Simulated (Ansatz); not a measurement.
Pulling on the Al1–H2 bond in AlH2I (SMILES [AlH2][I]) (multiplicity 1 held, fragments rigid). Energies count from the point at 1.571 Å.
Geometry at that point (charge 0, multiplicity 1):
```csv
atom,x (Å),y (Å),z (Å)
Al,-1.0295,-1.5930,0.2675
H,-0.5193,-2.6238,1.3372
H,-2.3270,-1.7805,-0.5976
I,0.3062,0.4738,-0.0796
```

Restricted levels (R-, RO-) in cc, def2 and unpolarised 6-31G sets keep to the state of the molecule at rest. Unrestricted levels (U-) break spin symmetry where that is lower. Active spaces are followed from a long bond inwards. Curves can end on different states.

Correlated levels freeze the cores. Filled d and f shells under p-block atoms count as core.

Programs: Ansatz (Gaussian basis) for Hartree–Fock, density functionals and correlated methods. Each number belongs to the level named beside it. In def2 rows elements past Kr take small-core potentials, without spin–orbit coupling.

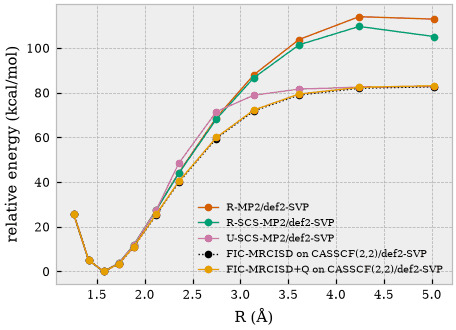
Fig. 1. Relative energy along the coordinate

Doubts at one or more of the structures used: a restricted determinant that unrestricted orbitals would lower (R-MP2/def2-SVP, R-SCS-MP2/def2-SVP); a spin-contaminated determinant (U-SCS-MP2/def2-SVP).

Ansatz is a quantum-chemistry and plane-wave program.
